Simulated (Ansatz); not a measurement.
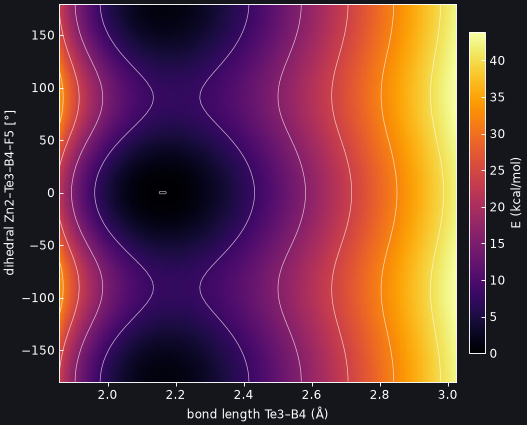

CH₄BFTeZn, SMILES [CH3][Zn][Te]BF. Coordinates scanned: (1) bond length Te3–B4; (2) dihedral Zn2–Te3–B4–F5. Nothing is relaxed (all other coordinates rigid). Grid: 9 × 10 points. Points are written as (first, second). Energies: kcal/mol, counted from the lowest grid point. Theory: RKS PBE-D4/def2-SVP (Ansatz 0.2.0).

Drawn: a smooth colour map with a few white contour lines. Between grid points the surface is interpolated.

The lowest grid point is at (2.150 Å, 0°). There is a further well near (2.150 Å, −180°) (1.1 kcal/mol above the lowest at that grid point). The highest grid point, (3.025 Å, −108°), lies 43.9 kcal/mol above the lowest. On the interpolated surface the easiest way out of the lowest well to the well at (2.150 Å, −180°) passes a barrier of about 7.3 kcal/mol. Round the minimum the two coordinates are nearly uncoupled.

The level of theory is changed to Ansatz, RKS PBE0-D4/def2-SVP; with it change the reference geometry, relaxed at the new level; the new grid has 11 × 12 points, laid about the new relaxed structure.

What does this change do to the map?

Answer. The minimum (interpolated where it lies between grid points) moves from about (2.160 Å, 0°) to about (2.147 Å, 0°). The easiest pass out of the lowest well stays at about 7.3 kcal/mol. The curvature at the minimum changes from about 13 to 15 eV/Å² along bond length Te3–B4 and by less than a tenth (about 0.64) eV/rad² along dihedral Zn2–Te3–B4–F5.

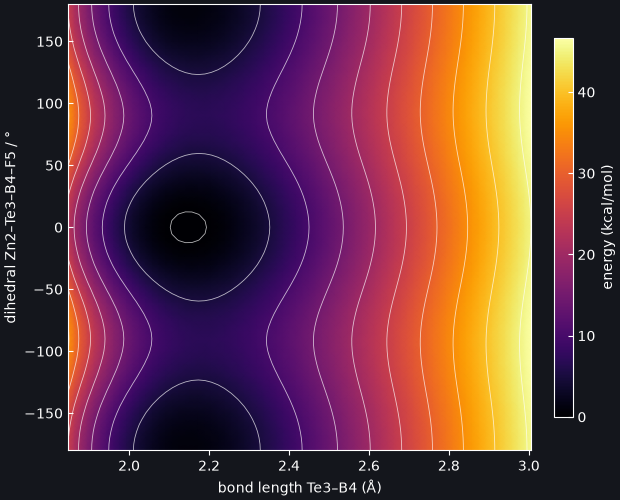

The map after the change, on a colour scale of its own. The picture shows a smooth colour map with a few white contour lines. Between grid points the surface is interpolated.
